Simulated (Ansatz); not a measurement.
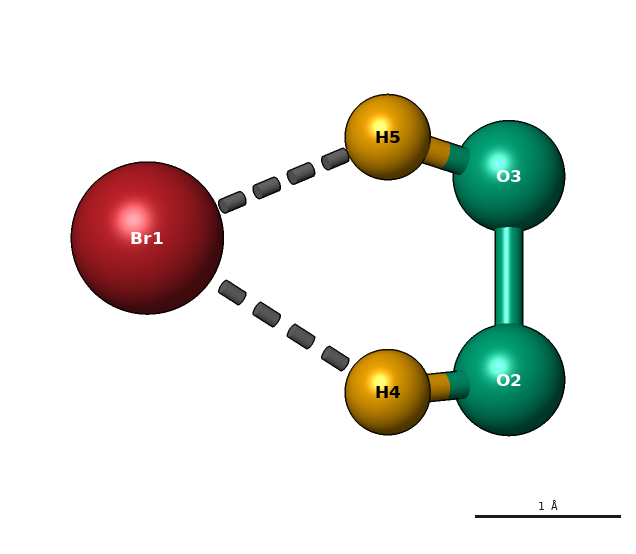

Simulated data, not a measurement (program: Ansatz).

Broken lines mark hydrogen bonds. State: charge −1, singlet. Geometry: a pair of rigid molecules at a changed separation.

Tabulate the hydrogen bonds (donors O, N, F, S, Cl) with their geometry.

```csv
D–H···A,D–H (Å),H···A (Å),angle (°),kind
O2–H4···Br1,0.98,2.12,144,intermolecular
O3–H5···Br1,0.98,2.12,144,intermolecular
```
